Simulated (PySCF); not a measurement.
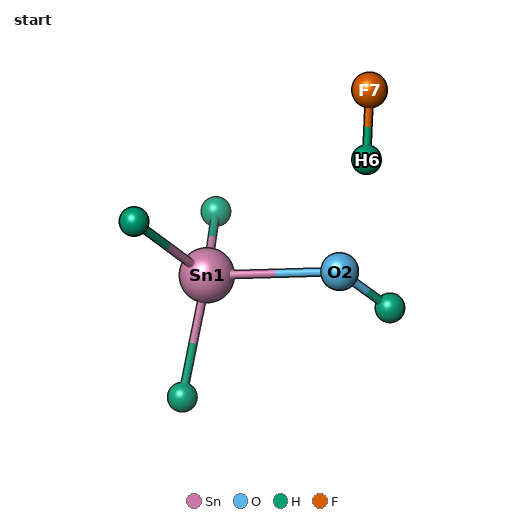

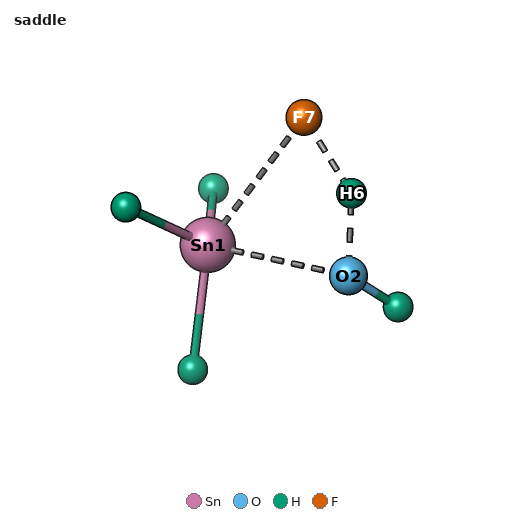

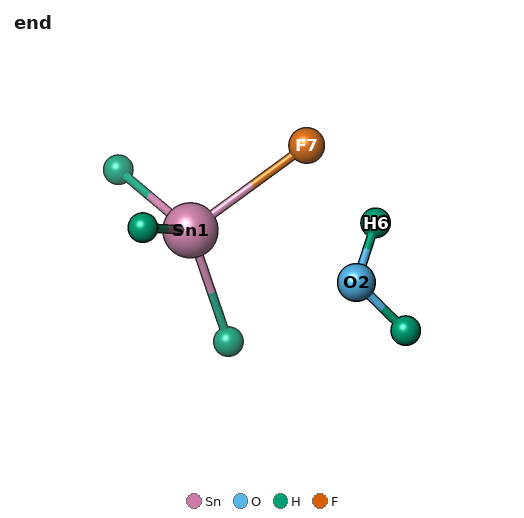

A saddle point and the two end points reached downhill from it. Broken sticks mark bonds that form or break. Charge 0, singlet. Geometries: PBE0-D4/def2-TZVP; all other levels are single points on them, and energies count from the start as drawn. Program: PySCF 2.14.0, core potentials on Sn. In CBS estimates cores are frozen, and CCSD(T) − MP2 is taken in the smaller basis.

**Which bonds form and which break from start to end?**

Formed: Sn1–F7, O2–H6; broken: Sn1–O2, H6–F7. At the saddle point Sn1···F7 is 2.27 Å, O2···H6 is 1.12 Å, Sn1···O2 is 2.16 Å, H6···F7 is 1.24 Å.

Give the electronic barrier and the reaction energy from start to end in kJ/mol (no zero-point energy) with CCSD(T)/CBS (MP2 limit from def2-TZVPP and def2-QZVPP plus CCSD(T) − MP2); PBE0-D4/def2-TZVPP.

| level | barrier | reaction energy |
| --- | --- | --- |
| CCSD(T)/CBS (MP2 limit from def2-TZVPP and def2-QZVPP plus CCSD(T) − MP2) | 46.2 | −20.2 |
| PBE0-D4/def2-TZVPP | 40.6 | −19.7 |
